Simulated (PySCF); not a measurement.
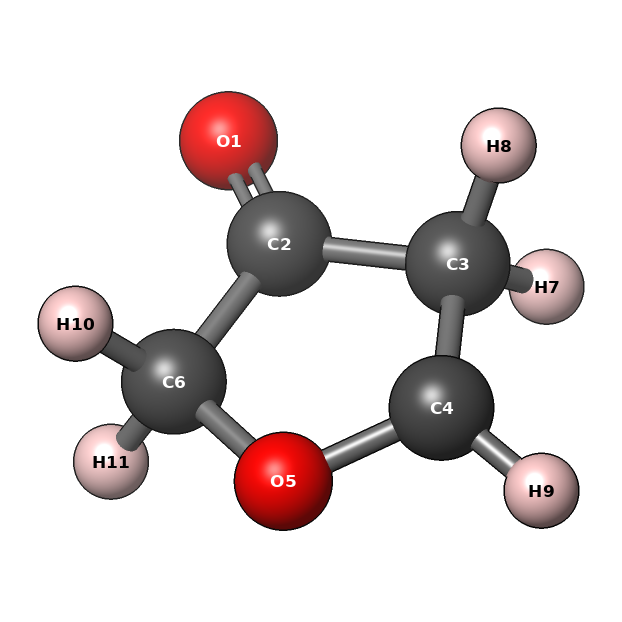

The species is neutral and a spin doublet. The geometry was computed by an optimisation with GFN2-xTB. No frequency run is at hand to confirm it as a minimum. Properties computed with UKS B3LYP, pcH-1 on C H O, non-relativistic (PySCF 2.14.0).

Give the isotropic hyperfine couplings (Fermi-contact term alone) of O1, C2, C3, C4, O5, C6, H7, H8, H9, H10, H11.

```
atom  isotope  a_iso (MHz)
  O1      17O          0.4
  C2      13C          0.4
  C3      13C        −23.4
  C4      13C        148.5
  O5      17O        −28.3
  C6      13C         −4.9
  H7       1H        101.8
  H8       1H         98.3
  H9       1H        −37.3
 H10       1H          8.1
 H11       1H          7.1
```
